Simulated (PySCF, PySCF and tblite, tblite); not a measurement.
# C₉H₈O₂: conformers and averaged spectra, part 2 of 2

PySCF and tblite. Atoms count from 0.

## 7. Boltzmann average: properties at PBE0/6-31G*

The job: settings as JSON, then the geometry in Å.

```
{"job": {"study": "conf", "smiles": "C=COC(=O)c1ccccc1", "search": {"seed": 2764, "n_embed": 150, "ff_keep": 22, "window": 3.0, "nmax": 7, "temps": [150, 200, 250, 298.15, 400], "t_ref": 298.15, "order": 0.002}, "level": {"nmr": {"xc": "PBE0", "basis": "6-31G*"}, "j": {"xc": "B3LYP", "basis": {"default": "6-31G*", "H": "pcJ-1"}, "nuclei": ["H", "F", "P", "Si", "B"]}}, "kind": "conf"}, "charge": 0, "multiplicity": 1}
C      3.973749     0.891585    -0.223667
C      3.083881    -0.066587    -0.044175
O      1.737914     0.199004    -0.067075
C      0.880050    -0.827946     0.129515
O      1.237704    -1.963326     0.323941
C     -0.532436    -0.391016     0.077205
C     -1.522666    -1.353881     0.264866
C     -2.855589    -0.993983     0.225262
C     -3.208376     0.327253    -0.001895
C     -2.226857     1.288112    -0.189363
C     -0.890814     0.935634    -0.150682
H      5.023759     0.670891    -0.204040
H      3.677261     1.911294    -0.393929
H      3.335606    -1.105521     0.130098
H     -1.222302    -2.375861     0.439636
H     -3.620954    -1.741501     0.371234
H     -4.250543     0.609321    -0.032798
H     -2.506040     2.316301    -0.366121
H     -0.123150     1.679477    -0.295474
```

The log of the run:

```text
conformer  sym    E(xTB)   E(DFT)   G(298.15 K)  weight  dipole/D
    1     Cs      0.000    0.000    0.000   0.9946    2.105
    2     C1      1.445    3.095    3.085   0.0054    2.130

mean shielding (ppm) by class
class atoms           150 K      200 K      250 K   298.15 K      400 K
  0 C  0            104.135    104.132     104.12    104.094    103.982
  1 C  1             59.953     59.952     59.949     59.942     59.913
  2 O  2            118.925     118.93    118.948    118.987    119.152
  3 C  3             41.073     41.072     41.068     41.059      41.02
  4 O  4            -26.628    -26.637    -26.673    -26.751     -27.08
  5 C  5             72.884     72.883     72.881     72.875     72.851
  6 C  6,10          70.376     70.376     70.377     70.379     70.387
  7 C  7,9           73.927     73.927     73.927     73.927     73.928
  8 C  8             69.001     69.001     69.002     69.003     69.009
  9 H  11            27.717     27.717     27.717     27.716     27.714
 10 H  12            27.485     27.484     27.481     27.475     27.449
 11 H  13            24.335     24.335     24.338     24.342     24.362
 12 H  14,18          23.99      23.99      23.99      23.99     23.992
 13 H  15,17         24.806     24.806     24.806     24.806     24.806
 14 H  16            24.711     24.711     24.711     24.711     24.712
```

It took 2 min on 1 thread of Intel Xeon 6975P-C, shared host. This counts the runs that the step sums up.

The search (ETKDG and KDG, MMFF94s, GFN2-xTB) embedded 150 structures, kept 2 distinct ones after the force field and 2 after xTB; 2 were carried on (window 3.0 kcal/mol at the search's own energies). Energies: PBE0/6-31G* with D3(BJ).

The conformers at 298 K:

```csv
no.,group,mirror pair,ΔE xTB,ΔE DFT,ΔG,weight (%),μ (D),C0–C1–O2–C3 (°),C1–O2–C3–O4 (°),O2–C3–C5–C6 (°),"A, B, C (GHz)"
1,Cs,no,0.00,0.00,0.00,99.5,2.10,-180,0,-180,"2.98, 0.63, 0.52"
2,C1,no,1.45,3.10,3.08,0.5,2.13,-2,-1,-1,"3.41, 0.64, 0.54"
```

Energies in kcal/mol. ΔG holds xTB vibrations and rotation, symmetry numbers and mirror pairs.

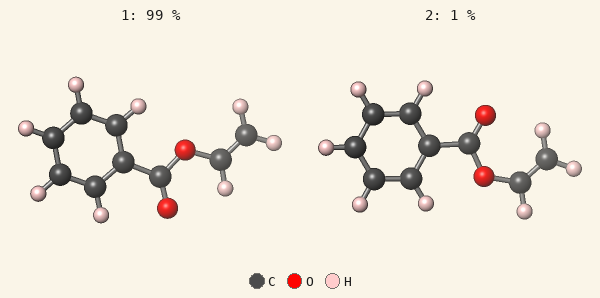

The conformers with their weights.

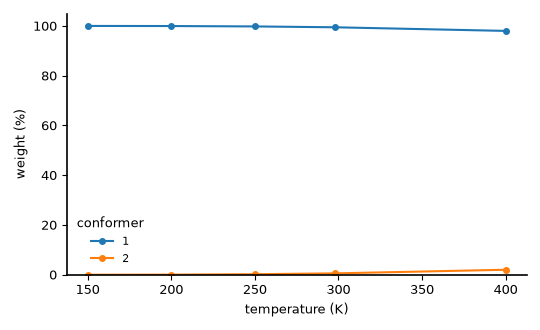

Weights against temperature.

Other ways of weighting, at the same temperature:

```csv
scheme,1,2,mean μ (D)
DFT free energy,99,1,2.10
"DFT energy, symmetry counted",99,1,2.10
DFT energy alone,99,1,2.10
"xTB energy, symmetry counted",92,8,2.11
xTB free energy,92,8,2.11
lowest conformer only,100,0,2.10
equal weights,50,50,2.12
```

Shifts against references run at the same level ($^{17}$O H2O 326.0, $^{1}$H TMS 32.41, $^{13}$C TMS 196.4 ppm of shielding), by class of atoms, at 298 K:

```csv
atoms,environment,no. 1,no. 2,average,measured
C3,ester carbonyl carbon,155.3,157.9,155.3,–
C1,alkene carbon bearing oxygen,136.4,138.5,136.4,–
C8,aromatic CH,127.4,127.0,127.4,–
"C6, C10",aromatic CH,126.0,125.5,126.0,–
C5,substituted aromatic carbon,123.5,125.1,123.5,–
"C7, C9",aromatic CH,122.5,122.4,122.5,–
C0,β carbon of an enol-ether or enamine type C=C,92.3,99.9,92.3,–
"H14, H18",hydrogen on an aromatic CH,8.42,8.33,8.42,–
H13,hydrogen on an alkene carbon bearing oxygen,8.08,6.71,8.07,7.52
H16,hydrogen on an aromatic CH,7.70,7.66,7.70,–
"H15, H17",hydrogen on an aromatic CH,7.61,7.58,7.61,–
H12,hydrogen on a β carbon of an enol-ether or enamine type C=C,4.93,6.69,4.94,5.04
H11,hydrogen on a β carbon of an enol-ether or enamine type C=C,4.70,4.85,4.70,4.67
O4,ester carbonyl oxygen,352.6,375.2,352.7,–
O2,ester alkoxy oxygen,207.0,195.7,207.0,–
```

Measured: solution, not stated per compound (mostly CDCl3 or CCl4); Pretsch, Buehlmann, Badertscher, Structure Determination of Organic Compounds, 4th ed. (2009).

Couplings (Hz, B3LYP/6-31G*+pcJ-1; one pair named for each class), from conformers that hold 100 % of the weight:

```csv
pair,bonds,no. 1,no. 2,average
H11–H12,2,-3.0,-3.9,-3.0
H12–H13,3,13.9,15.1,13.9
H14–H15,3,9.1,9.1,9.1
H15–H16,3,8.4,8.4,8.4
H11–H13,3,7.9,9.1,7.9
H14–H18,4,1.1,1.1,1.1
```

Effective distances for nuclear Overhauser effects, ⟨r⁻⁶⟩^(−1/6) over all pairs of two classes (Å): H11···H12 1.84; H11···H13 2.47; H15···H16 2.47; H14···H15 2.77; H12···H13 3.08.

## 8. Shieldings, conformer 1: wB97X-D/pcSseg-1 in acetonitrile

The job: settings as JSON, then the geometry in Å.

```
{"job": {"xc": "wB97X-D", "basis": "pcSseg-1", "solvent": "acetonitrile", "kind": "nmr", "pop": false}, "charge": 0, "multiplicity": 1}
C      3.971392     0.900318    -0.225831
C      3.101253    -0.077329    -0.041508
O      1.747067     0.179211    -0.061986
C      0.881800    -0.840046     0.131287
O      1.227486    -1.977434     0.324028
C     -0.533375    -0.394994     0.078147
C     -1.527560    -1.357291     0.265746
C     -2.862716    -0.992868     0.225116
C     -3.212651     0.332419    -0.002765
C     -2.226786     1.293307    -0.189961
C     -0.888661     0.934938    -0.150359
H      5.031884     0.703980    -0.210666
H      3.659626     1.920575    -0.396547
H      3.371688    -1.115510     0.133071
H     -1.236021    -2.386853     0.442366
H     -3.634333    -1.740228     0.370841
H     -4.258155     0.618068    -0.034748
H     -2.503793     2.326382    -0.367551
H     -0.117951     1.682605    -0.296141
```

The log of the run:

```text
coarse grid: 16912 points
cycle   1  E = -497.7278556195  dE =  2.494e+00  |g| = 9.414e-01  |ddm| = 4.284e+00
cycle   2  E = -497.6424664314  dE =  8.539e-02  |g| = 1.232e+00  |ddm| = 1.672e+00
cycle   3  E = -497.8999224705  dE = -2.575e-01  |g| = 1.262e-01  |ddm| = 1.006e+00
cycle   4  E = -497.9022109868  dE = -2.289e-03  |g| = 7.066e-02  |ddm| = 1.235e-01
cycle   5  E = -497.9030645786  dE = -8.536e-04  |g| = 1.181e-02  |ddm| = 5.680e-02
cycle   6  E = -497.9030964057  dE = -3.183e-05  |g| = 4.766e-03  |ddm| = 1.655e-02
cycle   7  E = -497.9031024696  dE = -6.064e-06  |g| = 1.058e-03  |ddm| = 5.094e-03
final grid: 166264 points
cycle   8  E = -497.9899874745  dE = -2.187e-04  |g| = 3.895e-03  |ddm| = 6.231e-02
cycle   9  E = -497.9899904678  dE = -2.993e-06  |g| = 2.297e-03  |ddm| = 8.721e-03
cycle  10  E = -497.9899915128  dE = -1.045e-06  |g| = 1.043e-03  |ddm| = 2.517e-03
cycle  11  E = -497.9899917261  dE = -2.133e-07  |g| = 3.899e-04  |ddm| = 1.275e-03
cycle  12  E = -497.9899917555  dE = -2.935e-08  |g| = 8.386e-05  |ddm| = 3.095e-04
cycle  13  E = -497.9899917580  dE = -2.557e-09  |g| = 3.393e-05  |ddm| = 1.689e-04
cycle  14  E = -497.9899917585  dE = -4.864e-10  |g| = 1.154e-05  |ddm| = 5.508e-05
converged SCF energy = -497.9899917585

GIAO shielding tensors (ppm)
atom      isotropic    diamagn.    paramagn.     s11        s22        s33       span
  0 C       81.610     255.304    -173.693    -23.980    100.952    167.859    191.839
  1 C       36.832     248.921    -212.089    -80.010     69.390    121.115    201.125
  2 O       95.770     405.640    -309.870    -59.596    116.095    230.811    290.406
  3 C       15.677     250.698    -235.021    -83.031     63.740     66.323    149.354
  4 O      -44.994     405.024    -450.018   -286.746   -187.372    339.134    625.879
  5 C       52.545     262.172    -209.627    -44.334     42.952    159.016    203.350
  6 C       47.022     247.655    -200.633    -65.024     24.611    181.478    246.501
  7 C       50.273     254.325    -204.052    -61.509     32.670    179.659    241.168
  8 C       43.023     254.370    -211.347    -72.409     22.133    179.343    251.752
  9 C       50.401     254.754    -204.353    -61.486     33.143    179.545    241.031
 10 C       48.332     250.723    -202.391    -57.416     21.675    180.737    238.154
 11 H       26.383      25.603       0.781     24.860     24.872     29.418      4.558
 12 H       26.133      32.040      -5.907     23.967     24.074     30.358      6.390
 13 H       23.503      28.727      -5.225     19.628     22.475     28.405      8.777
 14 H       22.987      32.333      -9.347     18.652     22.500     27.807      9.155
 15 H       23.615      28.590      -4.975     19.984     24.235     26.626      6.642
 16 H       23.493      28.269      -4.776     20.262     23.745     26.472      6.210
 17 H       23.649      30.297      -6.648     19.983     24.161     26.803      6.820
 18 H       23.000      34.020     -11.020     18.089     22.682     28.228     10.139
```

Wall time 43 s (1 thread of Intel Xeon 6975P-C, shared host); peak memory 1.3 GiB.

In short: HOMO -9.24 eV, LUMO 0.00 eV; dipole 2.86 D.

## 9. Single-point energy, conformer 1: TPSS/pcseg-1 in acetonitrile

The job, as its differences from that of step 8:

```diff
@@ -1,2 +1,2 @@
-{"job": {"xc": "wB97X-D", "basis": "pcSseg-1", "solvent": "acetonitrile", "kind": "nmr", "pop": false}, "charge": 0, "multiplicity": 1}
+{"job": {"xc": "TPSS", "basis": "pcseg-1", "solvent": "acetonitrile", "kind": "sp"}, "charge": 0, "multiplicity": 1}
 C      3.971392     0.900318    -0.225831
```

The log of the run:

```text
coarse grid: 76760 points
cycle   1  E = -498.0299705603  dE =  1.714e+00  |g| = 9.332e-01  |ddm| = 5.040e+00
cycle   2  E = -497.4125520876  dE =  6.174e-01  |g| = 1.958e+00  |ddm| = 2.932e+00
cycle   3  E = -498.1694525438  dE = -7.569e-01  |g| = 4.284e-01  |ddm| = 2.355e+00
cycle   4  E = -498.2064331257  dE = -3.698e-02  |g| = 1.259e-01  |ddm| = 4.956e-01
cycle   5  E = -498.2088906853  dE = -2.458e-03  |g| = 4.937e-02  |ddm| = 1.280e-01
cycle   6  E = -498.2094207567  dE = -5.301e-04  |g| = 1.325e-02  |ddm| = 6.145e-02
cycle   7  E = -498.2094596057  dE = -3.885e-05  |g| = 4.967e-03  |ddm| = 1.913e-02
cycle   8  E = -498.2094656788  dE = -6.073e-06  |g| = 1.332e-03  |ddm| = 5.748e-03
final grid: 166264 points
cycle   9  E = -498.2095875357  dE =  1.330e-06  |g| = 2.723e-03  |ddm| = 5.315e-03
cycle  10  E = -498.2095799654  dE =  7.570e-06  |g| = 6.221e-03  |ddm| = 8.650e-03
cycle  11  E = -498.2095892636  dE = -9.298e-06  |g| = 8.609e-04  |ddm| = 6.104e-03
cycle  12  E = -498.2095894139  dE = -1.503e-07  |g| = 1.247e-04  |ddm| = 7.910e-04
cycle  13  E = -498.2095894178  dE = -3.821e-09  |g| = 1.219e-05  |ddm| = 1.419e-04
cycle  14  E = -498.2095894178  dE = -2.251e-11  |g| = 7.121e-06  |ddm| = 1.765e-05
converged SCF energy = -498.2095894178
```

Wall time 17 s (1 thread of Intel Xeon 6975P-C, shared host); peak memory 0.94 GiB.

This run: HOMO -6.29 eV, LUMO -2.39 eV; dipole 2.80 D.

## 10. Shieldings, conformer 2: wB97X-D/pcSseg-1 in acetonitrile

The job: settings as JSON, then the geometry in Å.

```
{"job": {"xc": "wB97X-D", "basis": "pcSseg-1", "solvent": "acetonitrile", "kind": "nmr", "pop": false}, "charge": 0, "multiplicity": 1}
C      3.910283    -0.488562     0.037333
C      3.079809     0.373189    -0.524700
O      1.705492     0.420806    -0.442652
C      0.937720    -0.471122     0.213125
O      1.350212    -1.432934     0.808634
C     -0.507480    -0.127371     0.114560
C     -0.965267     0.999916    -0.568452
C     -2.323803     1.268717    -0.623286
C     -3.229857     0.419150    -0.000984
C     -2.778229    -0.704672     0.679920
C     -1.422102    -0.978034     0.738621
H      4.971794    -0.377381    -0.129528
H      3.603786    -1.310676     0.662566
H      3.427776     1.192912    -1.149457
H     -0.259378     1.663414    -1.053958
H     -2.679156     2.145092    -1.153579
H     -4.291673     0.634134    -0.046941
H     -3.486613    -1.366588     1.164965
H     -1.053117    -1.850741     1.266352
```

The log of the run:

```text
coarse grid: 16912 points
cycle   1  E = -497.7207661984  dE =  2.500e+00  |g| = 9.345e-01  |ddm| = 4.269e+00
cycle   2  E = -497.6378163290  dE =  8.295e-02  |g| = 1.222e+00  |ddm| = 1.627e+00
cycle   3  E = -497.8911554363  dE = -2.533e-01  |g| = 1.290e-01  |ddm| = 9.887e-01
cycle   4  E = -497.8936080396  dE = -2.453e-03  |g| = 6.854e-02  |ddm| = 1.234e-01
cycle   5  E = -497.8944189357  dE = -8.109e-04  |g| = 1.279e-02  |ddm| = 5.749e-02
cycle   6  E = -497.8944553849  dE = -3.645e-05  |g| = 5.064e-03  |ddm| = 1.653e-02
cycle   7  E = -497.8944623314  dE = -6.946e-06  |g| = 1.017e-03  |ddm| = 5.534e-03
final grid: 166264 points
cycle   8  E = -497.9847460844  dE = -2.365e-04  |g| = 4.359e-03  |ddm| = 6.099e-02
cycle   9  E = -497.9847501449  dE = -4.060e-06  |g| = 2.753e-03  |ddm| = 9.437e-03
cycle  10  E = -497.9847514579  dE = -1.313e-06  |g| = 1.062e-03  |ddm| = 2.396e-03
cycle  11  E = -497.9847516795  dE = -2.217e-07  |g| = 3.438e-04  |ddm| = 1.373e-03
cycle  12  E = -497.9847517052  dE = -2.566e-08  |g| = 8.983e-05  |ddm| = 3.417e-04
cycle  13  E = -497.9847517088  dE = -3.540e-09  |g| = 5.456e-05  |ddm| = 1.612e-04
cycle  14  E = -497.9847517096  dE = -8.981e-10  |g| = 1.597e-05  |ddm| = 8.899e-05
converged SCF energy = -497.9847517096

GIAO shielding tensors (ppm)
atom      isotropic    diamagn.    paramagn.     s11        s22        s33       span
  0 C       76.697     254.765    -178.068    -29.962     93.426    166.626    196.588
  1 C       33.005     244.783    -211.778    -76.977     76.564     99.428    176.405
  2 O      108.252     406.421    -298.168    -73.879    128.067    270.569    344.448
  3 C       13.050     252.714    -239.664    -84.340     61.023     62.468    146.809
  4 O      -69.509     406.871    -476.381   -334.973   -188.238    314.683    649.656
  5 C       50.760     262.316    -211.556    -45.172     40.780    156.673    201.845
  6 C       48.745     249.608    -200.864    -56.560     22.566    180.229    236.789
  7 C       50.407     254.648    -204.241    -61.603     33.486    179.338    240.941
  8 C       43.497     254.397    -210.900    -71.839     22.957    179.372    251.211
  9 C       50.310     254.464    -204.154    -61.601     33.029    179.501    241.102
 10 C       47.543     248.523    -200.980    -64.329     24.839    182.119    246.448
 11 H       26.337      25.174       1.163     24.986     25.297     28.728      3.741
 12 H       24.970      32.419      -7.449     20.604     24.588     29.717      9.114
 13 H       24.615      27.927      -3.312     20.547     25.805     27.494      6.947
 14 H       23.107      33.153     -10.046     18.440     22.553     28.329      9.889
 15 H       23.686      29.757      -6.070     20.062     24.211     26.786      6.724
 16 H       23.527      28.198      -4.670     20.305     23.794     26.483      6.178
 17 H       23.622      29.003      -5.381     19.983     24.219     26.663      6.681
 18 H       22.992      32.913      -9.921     18.644     22.487     27.845      9.202
```

It took 44 s on 1 thread of Intel Xeon 6975P-C, shared host; peak memory 1.3 GiB.

This run: HOMO -9.25 eV, LUMO 0.05 eV; dipole 2.96 D.

## 11. Single-point energy, conformer 2: TPSS/pcseg-1 in acetonitrile

The job, as its differences from that of step 10:

```diff
@@ -1,2 +1,2 @@
-{"job": {"xc": "wB97X-D", "basis": "pcSseg-1", "solvent": "acetonitrile", "kind": "nmr", "pop": false}, "charge": 0, "multiplicity": 1}
+{"job": {"xc": "TPSS", "basis": "pcseg-1", "solvent": "acetonitrile", "kind": "sp"}, "charge": 0, "multiplicity": 1}
 C      3.910283    -0.488562     0.037333
```

The log of the run:

```text
coarse grid: 76760 points
cycle   1  E = -498.0257892492  dE =  1.719e+00  |g| = 9.266e-01  |ddm| = 5.017e+00
cycle   2  E = -497.4255235300  dE =  6.003e-01  |g| = 1.932e+00  |ddm| = 2.846e+00
cycle   3  E = -498.1642385206  dE = -7.387e-01  |g| = 4.283e-01  |ddm| = 2.297e+00
cycle   4  E = -498.2012862811  dE = -3.705e-02  |g| = 1.198e-01  |ddm| = 4.942e-01
cycle   5  E = -498.2034342492  dE = -2.148e-03  |g| = 5.032e-02  |ddm| = 1.227e-01
cycle   6  E = -498.2039663061  dE = -5.321e-04  |g| = 1.458e-02  |ddm| = 6.043e-02
cycle   7  E = -498.2040150945  dE = -4.879e-05  |g| = 5.122e-03  |ddm| = 2.025e-02
cycle   8  E = -498.2040215913  dE = -6.497e-06  |g| = 1.219e-03  |ddm| = 5.658e-03
final grid: 166264 points
cycle   9  E = -498.2040996110  dE =  9.939e-07  |g| = 2.445e-03  |ddm| = 4.689e-03
cycle  10  E = -498.2040938395  dE =  5.771e-06  |g| = 5.576e-03  |ddm| = 7.893e-03
cycle  11  E = -498.2041009103  dE = -7.071e-06  |g| = 8.674e-04  |ddm| = 5.604e-03
cycle  12  E = -498.2041010643  dE = -1.541e-07  |g| = 9.529e-05  |ddm| = 7.830e-04
cycle  13  E = -498.2041010666  dE = -2.274e-09  |g| = 1.227e-05  |ddm| = 1.039e-04
cycle  14  E = -498.2041010666  dE = -2.456e-11  |g| = 7.081e-06  |ddm| = 1.876e-05
converged SCF energy = -498.2041010666
```

Wall time 17 s (1 thread of Intel Xeon 6975P-C, shared host); peak memory 1.1 GiB.

Key values: HOMO -6.32 eV, LUMO -2.37 eV; dipole 2.88 D.

## 12. Averages: properties at wB97X-D/pcSseg-1 in acetonitrile

The job: settings as JSON, then the geometry in Å.

```
{"job": {"study": "conf", "smiles": "C=COC(=O)c1ccccc1", "search": {"seed": 2764, "n_embed": 150, "ff_keep": 22, "window": 3.0, "nmax": 7, "temps": [150, 200, 250, 298.15, 400], "t_ref": 298.15, "order": 0.002}, "level": {"nmr": {"xc": "wB97X-D", "basis": "pcSseg-1", "solvent": "acetonitrile"}, "sp": {"xc": "TPSS", "basis": "pcseg-1", "solvent": "acetonitrile"}, "alter": {"geometry": "GFN1-xTB"}, "change": "wB97X-D/pcSseg-1; solvent acetonitrile; energies TPSS/pcseg-1; GFN1-xTB geometries", "top": 4}, "kind": "conf"}, "charge": 0, "multiplicity": 1}
C      3.971392     0.900318    -0.225831
C      3.101253    -0.077329    -0.041508
O      1.747067     0.179211    -0.061986
C      0.881800    -0.840046     0.131287
O      1.227486    -1.977434     0.324028
C     -0.533375    -0.394994     0.078147
C     -1.527560    -1.357291     0.265746
C     -2.862716    -0.992868     0.225116
C     -3.212651     0.332419    -0.002765
C     -2.226786     1.293307    -0.189961
C     -0.888661     0.934938    -0.150359
H      5.031884     0.703980    -0.210666
H      3.659626     1.920575    -0.396547
H      3.371688    -1.115510     0.133071
H     -1.236021    -2.386853     0.442366
H     -3.634333    -1.740228     0.370841
H     -4.258155     0.618068    -0.034748
H     -2.503793     2.326382    -0.367551
H     -0.117951     1.682605    -0.296141
```

The log of the run:

```text
conformer  sym    E(xTB)   E(DFT)   G(298.15 K)  weight  dipole/D
    1     Cs      0.000    0.000    0.000   0.9952    2.800
    2     C1      1.445    3.166    3.157   0.0048    2.876

mean shielding (ppm) by class
class atoms           150 K      200 K      250 K   298.15 K      400 K
  0 C  0              81.61     81.609     81.602     81.587     81.521
  1 C  1             36.832     36.831     36.825     36.813     36.762
  2 O  2              95.77     95.774     95.792      95.83     95.998
  3 C  3             15.677     15.676     15.673     15.665     15.629
  4 O  4            -44.995    -45.003    -45.037    -45.113    -45.443
  5 C  5             52.545     52.544     52.542     52.536     52.512
  6 C  6,10          47.677     47.677     47.678     47.679     47.686
  7 C  7,9           50.337     50.337     50.337     50.337     50.337
  8 C  8             43.023     43.023     43.023     43.025     43.031
  9 H  11            26.383     26.383     26.383     26.383     26.382
 10 H  12            26.133     26.133     26.131     26.127     26.112
 11 H  13            23.503     23.503     23.505     23.508     23.523
 12 H  14,18         22.993     22.993     22.993     22.993     22.994
 13 H  15,17         23.632     23.632     23.632     23.632     23.633
 14 H  16            23.493     23.493     23.493     23.493     23.494
```

Wall time 2 min (1 thread of Intel Xeon 6975P-C, shared host). This counts the runs that the step sums up.

Against the first level, at 298 K (shieldings, ppm; largest changes first):

```csv
atoms,PBE0/6-31G*,wB97X-D/pcSseg-1 in acetonitrile,change
C8,69.0,43.0,-26.0
C3,41.1,15.7,-25.4
"C7, C9",73.9,50.3,-23.6
O2,119.0,95.8,-23.2
C1,59.9,36.8,-23.1
"C6, C10",70.4,47.7,-22.7
C0,104.1,81.6,-22.5
C5,72.9,52.5,-20.3
O4,-26.8,-45.1,-18.4
H12,27.48,26.13,-1.35
```

Weights: from PBE0/6-31G* energies 1: 99 %, 2: 1 %; from TPSS/pcseg-1 in acetonitrile energies 1: 100 %, 2: 0 % (with a dispersion term where the level has one and the same thermal terms, so they don't follow from the SCF energies alone). Times: 2 min and 2 min.

## 13. Outcome

The summary covers parts 1 to 2.

```
                              quantity                                                value
                            conformers  2; the first in weight is no. 1 (Cs), 99 % at 298 K
               root-mean-square dipole                                               2.10 D
averaged $^{13}$C shifts (PBE0/6-31G*)   155.3, 136.4, 127.4, 126.0, 123.5, 122.5, 92.3 ppm
 averaged $^{1}$H shifts (PBE0/6-31G*)               8.42, 8.07, 7.70, 7.61, 4.94, 4.70 ppm
```

What this shows: At 298 K conformer 1 holds 99 % of the ensemble (100 % at 150 K, 98 % at 400 K). Against 3 measured $^{1}$H shifts the average misses by 0.23 ppm, the leading conformer alone by 0.23 ppm. Vibration and solvent are missing from the shifts, so part of that gap is not the functional's. Going from PBE0/6-31G* to wB97X-D/pcSseg-1 in acetonitrile moves C8 most, by 26.0 ppm of raw shielding (the geometries differ too); the energies behind both averages, dispersion terms included where typed, rank the same conformer first.
